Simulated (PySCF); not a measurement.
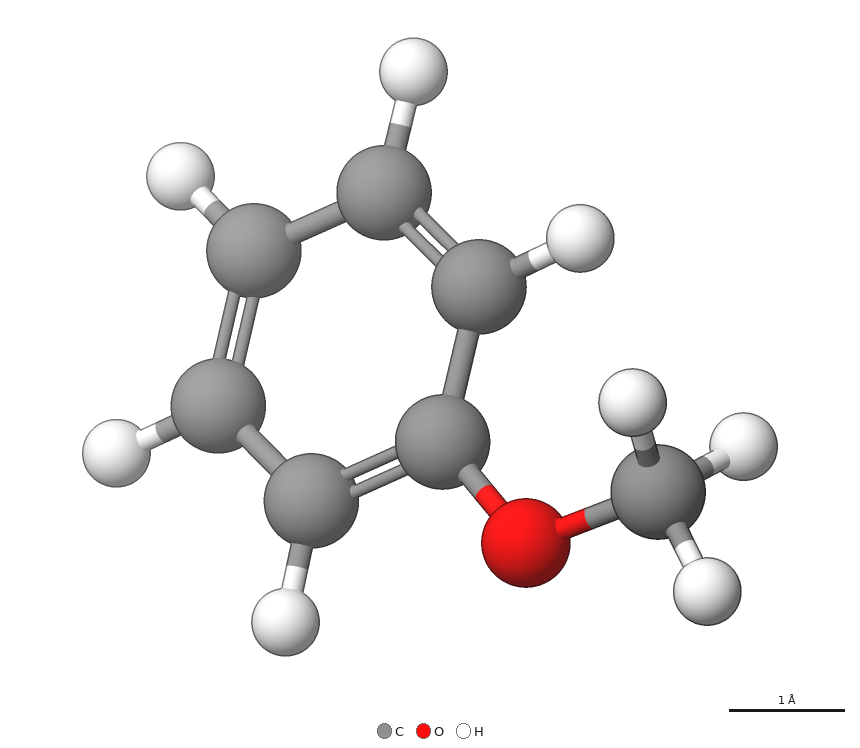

Rendered structure (ball-and-stick style). Multiple sticks mark multiple bonds (one Kekulé form).

The computed structure is the end point of a PBE0-D3(BJ)/def2-SVP optimisation. No frequency run is at hand to confirm it as a minimum.

Describe the molecule.

Formula C7H8O. As SMILES it reads `COc1ccccc1`. Independent rings (smallest set): 1 of 6 members, 1 of them aromatic. Among its groups: ether. The point group is Cs. Coordination: 1 C tetrahedral; 1 O bent; 6 C trigonal planar.

The parts below concern this one geometry. Atoms keep their numbers from picture to picture.

### Geometry

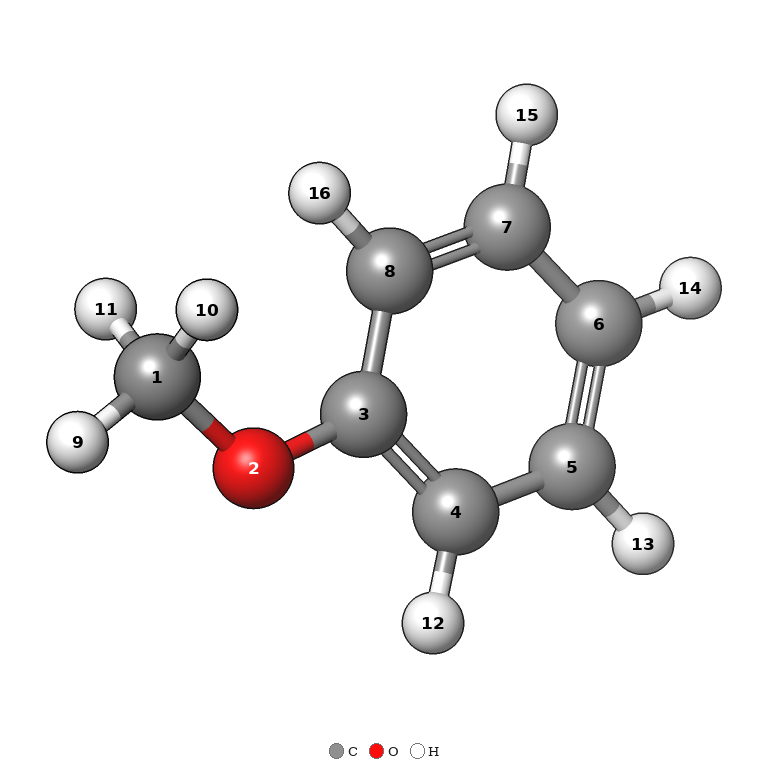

Atoms carry their numbers in the input. No frequency run is at hand to confirm it as a minimum.

Give the bond lengths.

```
  bond  length (Å)     order
 C1–O2       1.398    single
 C1–H9       1.098    single
C1–H10       1.105    single
C1–H11       1.105    single
 O2–C3       1.349    single
 C3–C4       1.402  aromatic
 C3–C8       1.400  aromatic
 C4–C5       1.388  aromatic
C4–H12       1.092    single
 C5–C6       1.398  aromatic
C5–H13       1.093    single
 C6–C7       1.391  aromatic
C6–H14       1.092    single
 C7–C8       1.397  aromatic
C7–H15       1.093    single
C8–H16       1.090    single
```

### Ring current

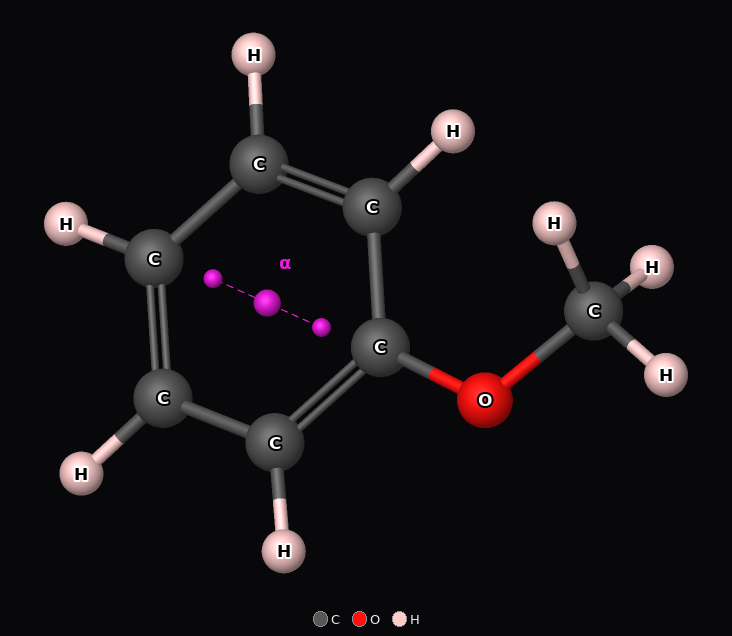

The small points mark where nucleus-independent chemical shifts (NICS) were computed: at the centre of each lettered ring and 1 Å above and below it. No frequency run is at hand to confirm it as a minimum. Level of theory: GIAO B97-D/pcSseg-1 NMR shielding, non-relativistic, gas phase (PySCF 2.14.0).

Give NICS(0), NICS(1) and the out-of-plane component NICS(1)zz for each ring (means of the two sides).

```tsv
ring	members	NICS(0)	NICS(1)	NICS(1)zz
α	C6	−9.2	−10.7	−26.2
```

Values in ppm.

What do the values say about the ring currents?

Ring α: diatropic, as in an aromatic ring. NICS is one index among several.

### Levels of theory compared

No frequency run is at hand to confirm it as a minimum. Program: PySCF 2.14.0.

Compare HOMO energy (eV) at these levels: B97-2/pcSseg-1; B97-D/pcSseg-1; HF/pcSseg-1; PBE/pcSseg-1; WP04/pcSseg-1; ωB97X-D/pcSseg-1.

```csv
level,HOMO energy (eV)
B97-2/pcSseg-1,−6.18
B97-D/pcSseg-1,−5.30
HF/pcSseg-1,−8.48
PBE/pcSseg-1,−5.36
WP04/pcSseg-1,−7.54
ωB97X-D/pcSseg-1,−8.17
```

### NMR shielding

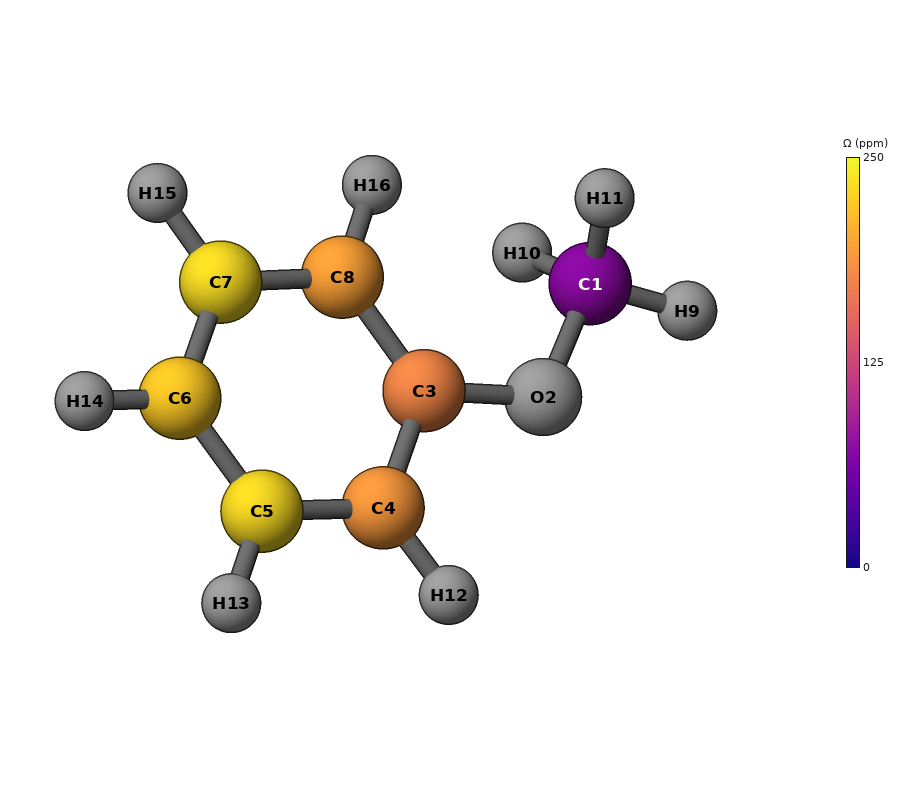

The C atoms are coloured by the span of their shielding tensor. No frequency run is at hand to confirm it as a minimum. Method: GIAO WP04/pcSseg-1 NMR shielding, non-relativistic, gas phase (PySCF 2.14.0). Principal shieldings σ11 ≤ σ22 ≤ σ33, span Ω = σ33 − σ11, skew κ = 3(σiso − σ22)/Ω.

Give the shielding tensors of the C atoms.

```csv
atom,σ11,σ22,σ33,σiso,Ω,κ
C1,90.1,97.3,162.8,116.7,72.7,0.80
C3,−76.7,−4.8,102.0,6.8,178.7,0.19
C4,−40.7,38.1,150.7,49.4,191.4,0.18
C5,−72.4,26.0,160.2,37.9,232.7,0.15
C6,−59.5,38.3,163.1,47.3,222.6,0.12
C7,−73.3,27.0,160.4,38.0,233.7,0.14
C8,−31.2,43.7,165.5,59.3,196.7,0.24
```

Shieldings and span in ppm.
